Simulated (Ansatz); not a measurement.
| atom | x (Å) | y (Å) | z (Å) |
| --- | --- | --- | --- |
| C | 2.7598 | -0.8926 | -1.3475 |
| C | 1.8418 | -0.3147 | -0.7989 |
| Hf | 0.1911 | 0.6875 | 0.1748 |
| Cl | 0.7951 | 2.8667 | 0.7295 |
| C | -0.3406 | -0.4114 | 1.9600 |
| C | -0.6428 | -1.0429 | 2.9538 |
| C | -1.5057 | 0.7077 | -1.1662 |
| C | -2.4593 | 0.7022 | -1.9200 |
| H | 3.5655 | -1.4008 | -1.8293 |
| H | -0.9083 | -1.5981 | 3.8260 |
| H | -3.2967 | 0.6965 | -2.5820 |

Geometry: PBE0-D4/def2-TZVP; core potentials replace the inner electrons of Hf.

All numbers below come from Ansatz, RKS PBE0-D4/def2-TZVPP.

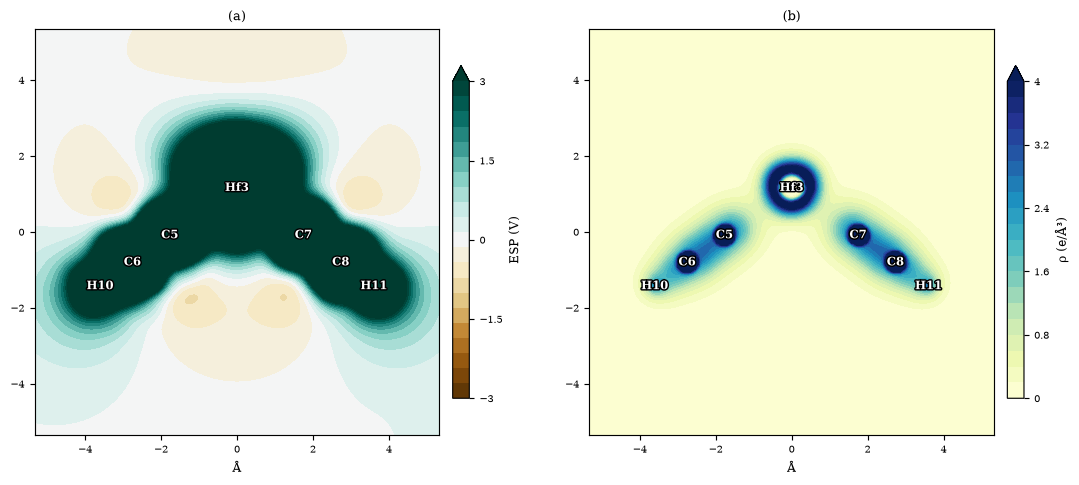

C$_{6}$H$_{3}$ClHf (SMILES C#[C][Hf]([Cl])([C]#C)[C]#C). (a) electrostatic potential; (b) electron density on the plane of atoms C5, Hf3 and C7.

Q: Interpret the plot.

A: The plane passes through Hf, C and H nuclei. C–C (1.22 Å): ρ is about 2.9 e/Å³ halfway. C–Hf (2.16 Å): ρ is about 0.7 e/Å³ halfway. C–H (1.07 Å): ρ is about 2.1 e/Å³ halfway. Outside the dense part of the molecule the potential is most negative (−0.8 V) near C5 and C7.
